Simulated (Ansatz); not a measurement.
# Meshes and cutoff for the phonons of Rb (Im-3m, 1 atom in the cell)

Wanted: convergence of the phonons of Rb (Im-3m, 1 atom in the cell) against cost.

Main program and level: Ansatz 0.2.0; DFT PBEsol, scalar-relativistic, plane waves, PAW.

The database entry behind the starting cell lists a temperature near 78 K, so it need not match the best structure at ambient conditions.

## (1) Set-up

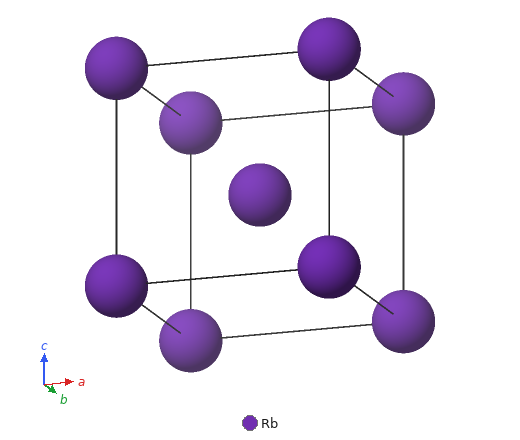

The cell as given, from a free direction (rubidium purple). This picture shows the conventional cell, with its axes. Some periodic images of atoms are drawn too.

## (2) Tight relaxation

Phonons need a cell at rest on their own settings, so the relaxation is repeated with tight tolerances on forces and stress on the k mesh and occupations of the first response run.

Contents of input.yaml:

```yaml
crystal:
  lattice:
    - [-2.8025, 2.8025, 2.8025]
    - [2.8025, -2.8025, 2.8025]
    - [2.8025, 2.8025, -2.8025]
  atoms:
    - { symbol: Rb, position: [0.0, 0.0, 0.0] }
kpoints:
  mp_grid: { grid: [12, 12, 12] }
hamiltonian:
  xc: pbesol
scf:
  occupations: { method: methfessel_paxton, width: 0.15 }
output:
  forces: true
  stress: true
  eigenvalues: true
relax:
  adjacent_minimum: "off"
  f_tol: 0.001
  max_steps: 60
  cell: { stress_tol: 0.01 }
```

Started as:

```
ansatz run input.yaml --threads 4 --pin off --max-ram 7168MiB --backend cpu --events-out ev --progress --plain --runs-dir out
```

Numbers of over 12 decimals in the logs are rounded to 6 here.

What it wrote:

```text
Engine: ansatz 0.2.0, aarch64-unknown-linux-gnu
Pseudopotentials: kind: paw
Pseudopotential: Rb, paw, valence charge 9, recommended cutoff 420 eV (normal), Rb.paw.azcp
Functional definition: PBEsol
  exchange = pbesol_x
  correlation = pbesol_c
Crystal: 1 atoms, lattice volume = 88.043 Å³
[...]
--- Relaxed structure (3 steps of the walk, 3 accepted, 1 SCFs on fresh bases) ---
  F+E_penalty+E_count = -3216.99129875 eV   max|allowed force component| = 0.000e0 eV/Å   (the final SCF, on the basis selected at the relaxed cell)
  cell:  # Å, volume = 86.3792 Å³
    - [-2.784729, 2.784729, 2.784729]
    - [2.784729, -2.784729, 2.784729]
    - [2.784729, 2.784729, -2.784729]
  atoms:
    - { symbol: Rb, position: [0.0, 0.0, 0.0] }
[key lines of the parts left out:]
SCF converged after 6 iterations
Free energy (F): -3216.991299 eV
Fermi energy:    2.085429 eV
P = ⅓ Tr σ = 0.0011 GPa (0.011 kbar)
```

Run time: 3.3 s. Hardware: 4 threads of Arm Neoverse V2, shared host; peak memory 0.38 GiB.

Relaxation path:

```
step  energy less that of the first step (eV)  largest force component (eV/Å)  pressure (GPa)  volume (Å³)
   1                                   0.0000                          0.0000           -0.05        88.04
   2                                   0.0000                          0.0000           -0.05        87.89
   3                                  -0.0003                          0.0000            0.00        86.38
  4*                                  -0.0003                          0.0000            0.00        86.38
```

Relaxation steps marked * repeat the geometry before them on a plane-wave basis chosen anew for their cell, so energy and pressure can jump there.

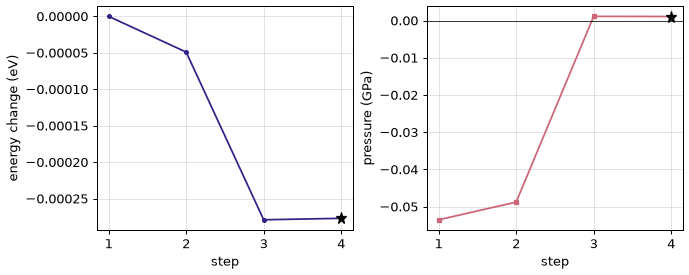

Energy and pressure along the relaxation. Stars mark steps on a basis chosen anew.

```
conventional cell, symmetrised  before  after  change
                         a (Å)   5.605  5.569  -0.6 %
                         b (Å)   5.605  5.569  -0.6 %
                         c (Å)   5.605  5.569  -0.6 %
              volume (Å³/atom)   88.04  86.38  -1.9 %
```

Final coordinates:

```
Rb
1.0
    -2.78473    2.78473    2.78473
     2.78473   -2.78473    2.78473
     2.78473    2.78473   -2.78473
Rb
1
Direct
  0.00000 0.00000 0.00000
```

Numbers from this step:

```yaml
pressure: 0.001091 GPa
volume_per_atom: 86.38 Å³
gap_on_the_k_mesh: 0 eV
```

The forces vanish by symmetry and the pressure is 0.001 GPa, within the tolerances set. The cell now holds 86.38 Å³/atom.

## (3) The dispersion

Stability and thermal properties need the whole zone. Linear response on a 4×4×4 q mesh gives force constants as far as a supercell of that size would.

Contents of input.yaml:

```yaml
crystal:
  lattice:
    - [-2.7847293308, 2.7847293308, 2.7847293308]
    - [2.7847293308, -2.7847293308, 2.7847293308]
    - [2.7847293308, 2.7847293308, -2.7847293308]
  atoms:
    - { symbol: Rb, position: [0.0, 0.0, 0.0] }
kpoints:
  mp_grid: { grid: [12, 12, 12] }
hamiltonian:
  xc: pbesol
scf:
  occupations: { method: methfessel_paxton, width: 0.15 }
output:
  eigenvalues: true
phonons:
  method: dfpt
  qmesh: [4, 4, 4]
  temperatures: { t_max: 1000, t_step: 50 }
  qpath:
    path:
      - [[0.0, 0.0, 0.0], [0.5, -0.5, 0.5], [0.0, 0.0, 0.5], [0.0, 0.0, 0.0], [0.25, 0.25, 0.25], [0.5, -0.5, 0.5]]
      - [[0.25, 0.25, 0.25], [0.0, 0.0, 0.5]]
    npoints: 10
```

What it wrote:

```text
[...]
Crystal: 1 atoms, lattice volume = 86.379 Å³
Basis set: ecut = 420 eV, 1721 PW (Γ), exchange–correlation on 72×72×72 points (8 copies of the dense FFT grid, shifted against one another)
Bands: 9, of which v1, the nominal top of the filled ones, is band 5 counted from 1 (4 counted from 0)
Symmetry: 48 space group operations
k-points: 72 of 1728
[...]
SCF iter   1: F=—  HF=-3216.990621 eV  |F-HF|=—  |Δ(HF+E_count)|=         —  Δρ=6.28e-4  dr2=1.28e-4  ethr=1.77e-3  ⟨swp⟩=7.2  Hψ=5318  notcnv=0
[...]
SCF iter   9: F=-3216.991299 eV  HF=-3216.991299 eV  |F-HF|=0.00e0  |Δ(HF+E_count)|=  1.14e-11  S|Δr|=    0.00e0  Δρ=1.74e-8  dr2=3.55e-13  ethr=1.00e-12  ⟨swp⟩=5.0  Hψ=3083  notcnv=0
SCF 1 converged in 9 iterations: F = -3216.991299 eV  dr2 = 3.55e-13
[...]
NSCF: frozen V_eff on 72 k-points
[...]
DFPT response loops at q = (0, 0, 0) (fractional): preconditioner auto → Kerker (q_TF=auto, 1.872 Å⁻¹) (partly filled bands, converged f_vac=0.000); β = 1.00, the filter's whole step (`scf.mixing.beta` (0.50) is not read by the response loops under this deck's `scf.mixing.preconditioner`; to damp them name `kerker` or `kerker_dos`, under which they read `scf.mixing.beta`, and type it under 1.00, their step now; both keys bind the ground state too); Broyden in place of MSR1
[...]
SCF converged after 9 iterations
[...]
Free energy (F): -3216.991299 eV
[...]
Internal energy: -3216.990175 eV  (E = F + TS)
E sigma→0 (E₀):  -3216.991018 eV
Entropy (-TS):   -0.001124 eV (-1.124 meV/atom)
Fermi energy:    2.085429 eV
[...]
--- Band table (eV; the first three rows and the last of 72) ---
[...]
--- Phonons (Γ-DFPT): 1 representative perturbation + reference (Σ response iterations 3) ---
  ASR residual: 1.102e-5 → 0.000e0 eV/Å²; symmetrization residual: 2.220e-16 eV/Å²
  ASR residual per site (eV/Å²): 1.10e-5
  Γ frequencies (cm⁻¹): 0.00 0.00 0.00
--- Phonons (arbitrary-q DFPT): 8 irreducible q on the 4×4×4 mesh ---
  q = [0.0000, 0.0000, 0.0000] (star 1, of the zone-centre solve; hermiticity 4.46e-12, symmetrization 2.01e-11): -0.00 -0.00 -0.00
  q = [0.0000, 0.0000, 0.2500] (star 12, 2 solved perturbations in 1446 linear systems a pass and spin channel, the states on 936 of 1728 k-point pairs; hermiticity 1.06e-12, symmetrization 1.21e-12): 6.64 21.65 33.96
[...]
q = [0.2500, 0.2500, 0.2500] (star 2, 1 solved perturbation on 262 of 1728 k-point pairs; hermiticity 7.80e-13, symmetrization 1.67e-12): 36.92 36.92 36.92
[...]
sum rule: each row above includes the acoustic sum rule's correction from the zone centre's row sums; it moved no ω² by more than (0.19 cm⁻¹)²
  mesh force constants: q→R imaginary residual 0.00e0; ASR residual 1.102e-5 → 0.000e0 eV/Å²; symmetrization residual 2.220e-16 eV/Å²
  interpolated dispersion: 62 rows × 3 modes
  density of states and harmonic sums: on the 16×16×16 q-mesh, interpolated from the force constants of a 4×4×4 supercell (no non-analytic term)
  largest difference from the sums on the solved wave vectors: F 9.53e-3 eV, S 1.35e-5 and C_V 3.98e-6 eV/K
  zero-point energy: 0.005874 eV/cell   skipped modes (ω ≤ 0): 3   left out of the sums: 2.44e-4 of the cell's modes: C_V's classical limit lies that fraction below 3 k_B per atom; for a crystal, a wire or a layer, F and S can be off by more, and a phonons.interpolated_qmesh denser along its periods is the remedy for the sampling
```

Run time: 89 s. Hardware: 4 threads; peak memory 2.6 GiB; 5.7 min of CPU time.

The column dr2 measures how far the density is from self-consistency, as an energy; F and HF (Harris–Foulkes) agree once it is small.

Numbers from this step:

```yaml
sum_rule_residual_before_enforcement: 1.10e-5 eV/Å²
lowest_frequency_on_the_path: 0 cm⁻¹
highest_frequency_on_the_path_or_at_a_solved_wavevector: 49.43 cm⁻¹
mean_frequency: 31.6 cm⁻¹
debye_temperature_second_moment: 63 K
logarithmic_mean_frequency: 28.8 cm⁻¹
lowest_mode_on_the_q_mesh_acoustic_modes_at_gamma_apart: 6.64 cm⁻¹
zero_point_energy_per_atom: 5.87 meV
heat_capacity_at_300_k: 24.88 J/(mol atoms K)
vibrational_entropy_at_300_k: 74.3 J/(mol atoms K)
```

Frequencies (cm⁻¹) solved at each irreducible wavevector; negative means imaginary. Frequencies by wavevector, by row:

```
q in reciprocal lattice units  star  mode 1  mode 2  mode 3
                        0 0 0     1       0       0       0
                     0 0 0.25    12     6.6    21.6      34
                     0 0 -0.5     6     8.8    30.7    49.4
                  0 0.25 0.25    24    18.5    34.4    45.3
               0.25 0.25 0.25     2    36.9    36.9    36.9
              0.25 0.25 -0.25     6    31.4    31.4    34.8
               0.25 -0.5 -0.5    12    31.8    39.1    47.6
               -0.5 -0.5 -0.5     1      46      46      46
```

Interpolated from a 4×4×4 q mesh. The phonon branches at the labelled points (cm⁻¹):

```
    point  branch 1  branch 2  branch 3
        Γ         0         0         0
        H        46        46        46
        N         9        31        49
        Γ         0         0         0
        P        37        37        37
        H        46        46        46
jump to P        37        37        37
        N         9        31        49
```

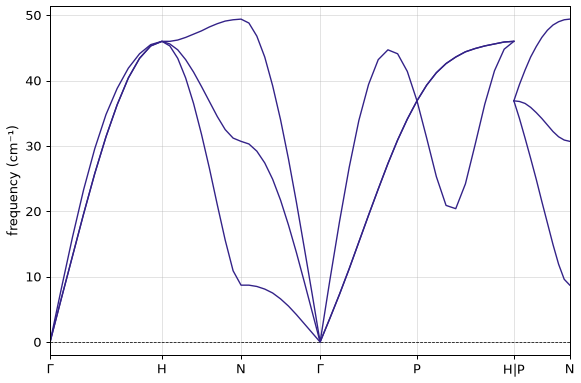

Phonon branches along the path.

Symmetry leaves 8 wavevectors to solve. The lowest mode among them, the acoustic zeros apart, lies at q = (0, 0, 0.25) and is real, 6.6 cm⁻¹.

## (4) Another q mesh, q mesh 2×2×2

The q mesh is changed to 2×2×2, to see how far the force constants must reach.

Changes to input.yaml since step 3:

```diff
@@ -17,3 +17,3 @@
   method: dfpt
-  qmesh: [4, 4, 4]
+  qmesh: [2, 2, 2]
   temperatures: { t_max: 1000, t_step: 50 }
```

What it wrote:

```text
[...]
Crystal: 1 atoms, lattice volume = 86.379 Å³
Basis set: ecut = 420 eV, 1721 PW (Γ), exchange–correlation on 72×72×72 points (8 copies of the dense FFT grid, shifted against one another)
Bands: 9, of which v1, the nominal top of the filled ones, is band 5 counted from 1 (4 counted from 0)
Symmetry: 48 space group operations
k-points: 72 of 1728
[...]
SCF iter   1: F=—  HF=-3216.990621 eV  |F-HF|=—  |Δ(HF+E_count)|=         —  Δρ=6.28e-4  dr2=1.28e-4  ethr=1.77e-3  ⟨swp⟩=7.2  Hψ=5318  notcnv=0
[...]
SCF iter   9: F=-3216.991299 eV  HF=-3216.991299 eV  |F-HF|=0.00e0  |Δ(HF+E_count)|=  1.14e-11  S|Δr|=    0.00e0  Δρ=1.74e-8  dr2=3.55e-13  ethr=1.00e-12  ⟨swp⟩=5.0  Hψ=3083  notcnv=0
SCF 1 converged in 9 iterations: F = -3216.991299 eV  dr2 = 3.55e-13
[...]
SCF converged after 9 iterations
[...]
Free energy (F): -3216.991299 eV
[...]
Internal energy: -3216.990175 eV  (E = F + TS)
E sigma→0 (E₀):  -3216.991018 eV
Entropy (-TS):   -0.001124 eV (-1.124 meV/atom)
Fermi energy:    2.085429 eV
[...]
--- Band table (eV; the first three rows and the last of 72) ---
[...]
ASR residual: 1.102e-5 → 0.000e0 eV/Å²; symmetrization residual: 2.220e-16 eV/Å²
  ASR residual per site (eV/Å²): 1.10e-5
  Γ frequencies (cm⁻¹): 0.00 0.00 0.00
--- Phonons (arbitrary-q DFPT): 3 irreducible q on the 2×2×2 mesh ---
[...]
interpolated dispersion: 62 rows × 3 modes
[...]
```

It took 15 s on 4 threads; peak memory 1 GiB.

Numbers from this step:

```yaml
mean_frequency: 31.5 cm⁻¹
debye_temperature_second_moment: 62 K
logarithmic_mean_frequency: 28.7 cm⁻¹
lowest_mode_on_the_q_mesh_acoustic_modes_at_gamma_apart: 8.75 cm⁻¹
zero_point_energy_per_atom: 5.86 meV
vibrational_entropy_at_300_k: 74.38 J/(mol atoms K)
```

Frequencies (cm⁻¹) solved at each irreducible wavevector; negative means imaginary. Frequencies by wavevector, by row:

```
q in reciprocal lattice units  star  mode 1  mode 2  mode 3
                        0 0 0     1       0       0       0
                     0 0 -0.5     6     8.8    30.7    49.4
               -0.5 -0.5 -0.5     1      46      46      46
```

Interpolated from a 2×2×2 q mesh. The phonon branches at the labelled points (cm⁻¹):

```
    point  branch 1  branch 2  branch 3
        Γ         0         0         0
        H        46        46        46
        N         9        31        49
        Γ         0         0         0
        P        35        35        35
        H        46        46        46
jump to P        35        35        35
        N         9        31        49
```

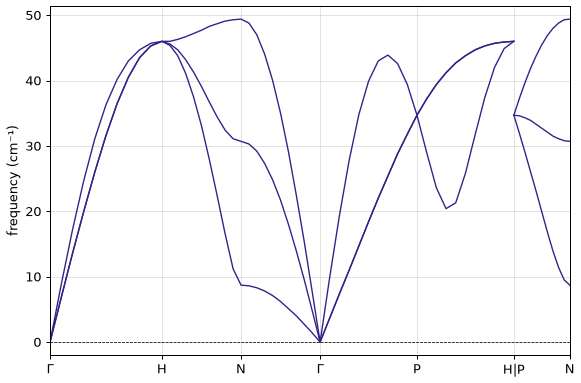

Phonon branches along the path.

The mean frequency is 31.5 cm⁻¹, -0.1 cm⁻¹ against the base run.

The highest branch reaches 49.4 cm⁻¹ on this path, at N. No branch goes imaginary on this path.

## (5) Another q mesh, q mesh 3×3×3

The q mesh is changed to 3×3×3, to see how far the force constants must reach.

Changes to input.yaml since step 4:

```diff
@@ -17,3 +17,3 @@
   method: dfpt
-  qmesh: [2, 2, 2]
+  qmesh: [3, 3, 3]
   temperatures: { t_max: 1000, t_step: 50 }
```

What it wrote:

```text
[...]
Crystal: 1 atoms, lattice volume = 86.379 Å³
Basis set: ecut = 420 eV, 1721 PW (Γ), exchange–correlation on 72×72×72 points (8 copies of the dense FFT grid, shifted against one another)
Bands: 9, of which v1, the nominal top of the filled ones, is band 5 counted from 1 (4 counted from 0)
Symmetry: 48 space group operations
k-points: 72 of 1728
[...]
E sigma→0 (E₀):  -3216.991018 eV
Entropy (-TS):   -0.001124 eV (-1.124 meV/atom)
Fermi energy:    2.085429 eV
[...]
--- Band table (eV; the first three rows and the last of 72) ---
[...]
ASR residual: 1.102e-5 → 0.000e0 eV/Å²; symmetrization residual: 2.220e-16 eV/Å²
  ASR residual per site (eV/Å²): 1.10e-5
  Γ frequencies (cm⁻¹): 0.00 0.00 0.00
--- Phonons (arbitrary-q DFPT): 4 irreducible q on the 3×3×3 mesh ---
[...]
interpolated dispersion: 62 rows × 3 modes
[...]
[key lines of the parts left out:]
SCF converged after 9 iterations
Free energy (F): -3216.991299 eV
```

Elapsed: 40 s, on 4 threads; peak memory 1.6 GiB.

Frequencies (cm⁻¹) solved at each irreducible wavevector; negative means imaginary. Frequencies by wavevector, by row:

```
q in reciprocal lattice units  star  mode 1  mode 2  mode 3
                        0 0 0     1       0       0       0
                   0 0 0.3333    12     7.8    26.5    42.6
              0 0.3333 0.3333     8    20.4    42.7    42.7
        0.3333 0.3333 -0.3333     6    39.2    39.2    40.8
```

The mean frequency is 31.6 cm⁻¹, +0.0 cm⁻¹ against the base run.

## (6) Another q mesh, q mesh 6×6×6

The q mesh is changed to 6×6×6, to see how far the force constants must reach.

Changes to input.yaml since step 5:

```diff
@@ -17,3 +17,3 @@
   method: dfpt
-  qmesh: [3, 3, 3]
+  qmesh: [6, 6, 6]
   temperatures: { t_max: 1000, t_step: 50 }
```

What it wrote:

```text
[...]
Crystal: 1 atoms, lattice volume = 86.379 Å³
Basis set: ecut = 420 eV, 1721 PW (Γ), exchange–correlation on 72×72×72 points (8 copies of the dense FFT grid, shifted against one another)
Bands: 9, of which v1, the nominal top of the filled ones, is band 5 counted from 1 (4 counted from 0)
Symmetry: 48 space group operations
k-points: 72 of 1728
[...]
ASR residual: 1.102e-5 → 0.000e0 eV/Å²; symmetrization residual: 2.220e-16 eV/Å²
  ASR residual per site (eV/Å²): 1.10e-5
  Γ frequencies (cm⁻¹): 0.00 0.00 0.00
--- Phonons (arbitrary-q DFPT): 16 irreducible q on the 6×6×6 mesh ---
[...]
q = [0.0000, 0.1667, 0.3333] (star 48, 3 solved perturbations on 1728 of 1728 k-point pairs: no pair is spared here; hermiticity 4.96e-6, symmetrization 2.38e-16): 16.76 33.20 46.69
[...]
interpolated dispersion: 62 rows × 3 modes
[...]
[key lines of the parts left out:]
SCF converged after 9 iterations
Free energy (F): -3216.991299 eV
Fermi energy:    2.085429 eV
```

Wall time 4.5 min (4 threads); peak memory 2.6 GiB; 18 min of CPU time.

The mean frequency is 31.6 cm⁻¹, +0.0 cm⁻¹ against the base run.

## (7) The series together

Times are for 4 threads of Arm Neoverse V2, shared host. The series side by side:

```
no.  q mesh    k-mesh  mean frequency (cm⁻¹)  zero-point energy per atom (meV)  lowest frequency on the path (cm⁻¹)     time  memory (GiB)
  1   2×2×2  12×12×12                   31.5                              5.86                                    0     15 s           1.0
  2   3×3×3  12×12×12                   31.6                              5.87                                    0     40 s           1.6
  3   6×6×6  12×12×12                   31.6                              5.88                                    0  4.5 min           2.6
```

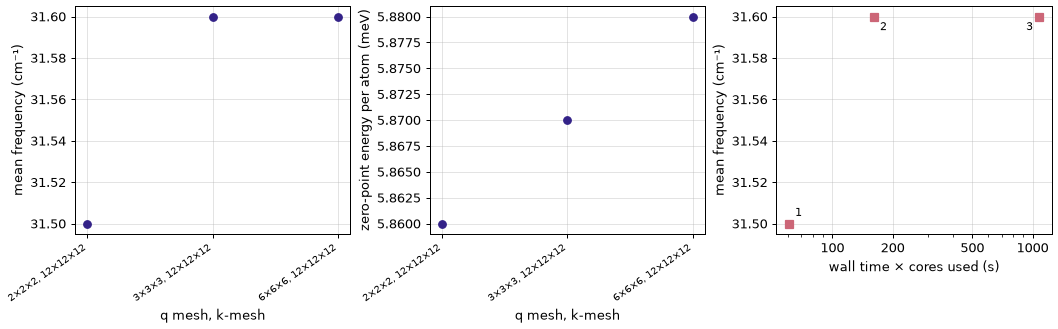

The series as plots; the last panel sets the first result against cost, with the runs numbered as in the table.

The runs together. Table of phonon density of states by wavenumber; read off at these points; values in 1/cm⁻¹/cell:

```
wavenumber (cm⁻¹)  2×2×2, 12×12×12  3×3×3, 12×12×12  6×6×6, 12×12×12
              0.5           1.5e-4           2.2e-4           9.0e-5
              3.5          0.00177          0.00201          0.00156
              6.5          0.00879           0.0102          0.00901
              9.5           0.0316           0.0268           0.0309
             12.5           0.0425           0.0421           0.0428
             14.5           0.0514           0.0509           0.0517
             17.5           0.0645           0.0660           0.0665
             19.5           0.0766           0.0782           0.0787
             20.5           0.0760           0.0776           0.0759
             23.5           0.0575           0.0579           0.0570
             26.5           0.0598           0.0595           0.0584
             29.5           0.0742           0.0734           0.0693
             31.5           0.0980           0.0919           0.0895
             32.5           0.0919           0.0875           0.0869
             35.5           0.0741           0.0803           0.0814
             37.5           0.0669           0.0714           0.0728
             40.5           0.0705           0.0685           0.0686
             43.5            0.108           0.0928           0.0922
             45.5            0.168            0.183            0.190
             46.5            0.158            0.145            0.156
             49.5          0.00434           0.0179          0.00701
```

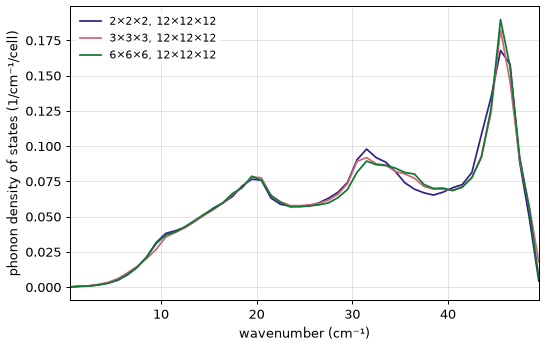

Phonon density of states, plotted against wavenumber.

The runs together, line C_V. The C_V by temperature; values in J/mol-atom/K:

```
temperature (K)  2×2×2, 12×12×12  3×3×3, 12×12×12  6×6×6, 12×12×12
              0                0                0                0
             50             23.1             23.1             23.1
            100             24.5             24.5             24.5
            150             24.7             24.7             24.7
            200             24.8             24.8             24.8
            250             24.9             24.9             24.9
            300             24.9             24.9             24.9
            350             24.9             24.9             24.9
            400             24.9             24.9             24.9
            450             24.9             24.9             24.9
            500             24.9             24.9             24.9
            550             24.9             24.9             24.9
            600             24.9             24.9             24.9
            650             24.9             24.9             24.9
            700             24.9             24.9             24.9
            750             24.9             24.9             24.9
            800             24.9             24.9             24.9
            850             24.9             24.9             24.9
            900             24.9             24.9             24.9
            950             24.9             24.9             24.9
           1000             24.9             24.9             24.9
```

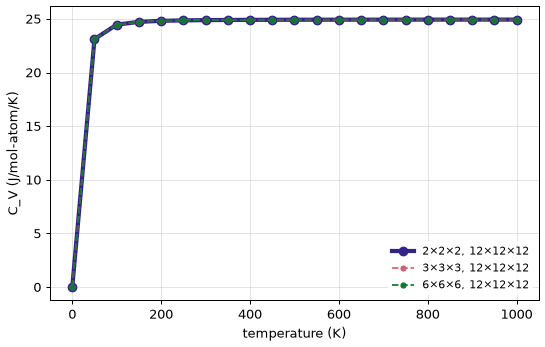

C_V, plotted against temperature.

[end of part 1 of 3]

[Logs are printed without paths, hosts, clocks, repeated set-up lines and the standing remarks that a program may print on its own settings, such as how far it seeks lower states.]

[Hosts, paths, dates, database ids (printed as entryN), source tags and the programs' standing remarks are cut or masked in the printed files.]
